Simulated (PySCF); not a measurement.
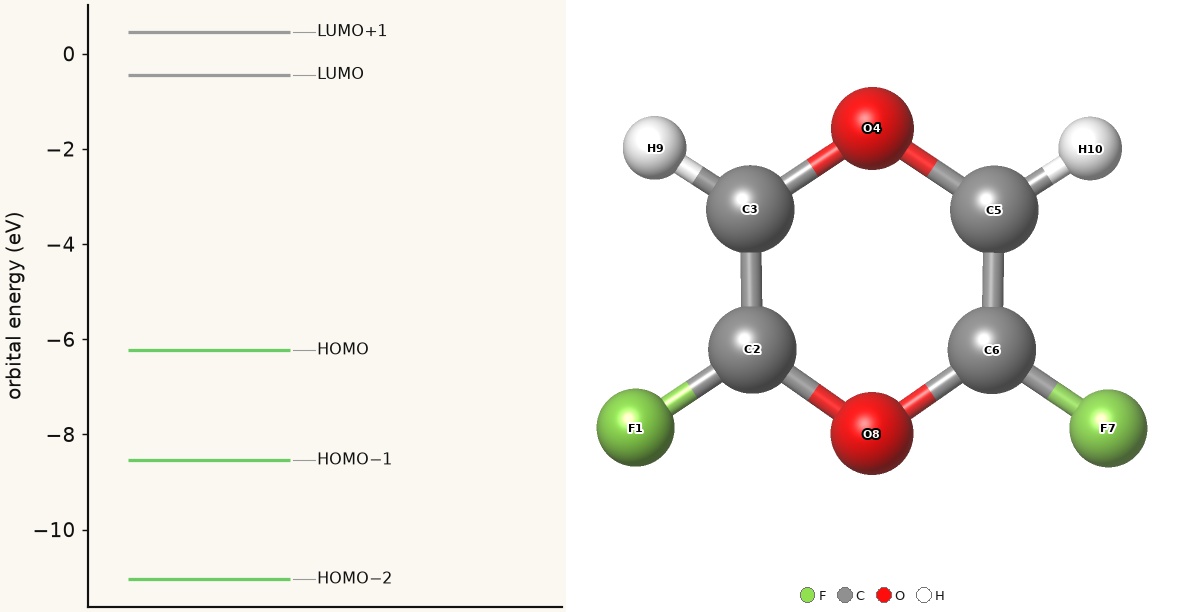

C₄H₂F₂O₂, SMILES FC1=COC=C(F)O1. Kohn-Sham orbital energies near the frontier, PBE0/def2-SVPD with PySCF, at a GFN2-xTB geometry (no frequency check), isolated molecule; empty levels in grey, levels within 0.03 eV side by side.

Question: Where do the frontier orbitals lie?

Answer: HOMO at −6.23 eV, LUMO at −0.44 eV, 5.79 eV apart.

Question: On which atoms do HOMO and LUMO mostly sit?

Answer: HOMO: O4 25 %, O8 18 %, C3/C5 12 % each. LUMO: C2/C6 19 % each, C3/C5 17 % each (Löwdin shares).

Question: List the levels with the atoms that carry most of them (a dash for levels above zero or within 0.03 eV of another, where shares mean little).

Answer:
```tsv
orbital	energy (eV)	Löwdin shares
LUMO+1	0.46	–
LUMO	−0.44	C2/C6 19 % each, C3/C5 17 % each
HOMO	−6.23	O4 25 %, O8 18 %, C3/C5 12 % each
HOMO−1	−8.54	C3/C5 21 % each, C6/C2 16 % each
HOMO−2	−11.04	O4 41 %, O8 12 %, C5/C3 11 % each
```

Known limits of this run: the tight-binding geometry is rougher than a DFT one and adds to the error; empty levels above zero depend strongly on the basis.
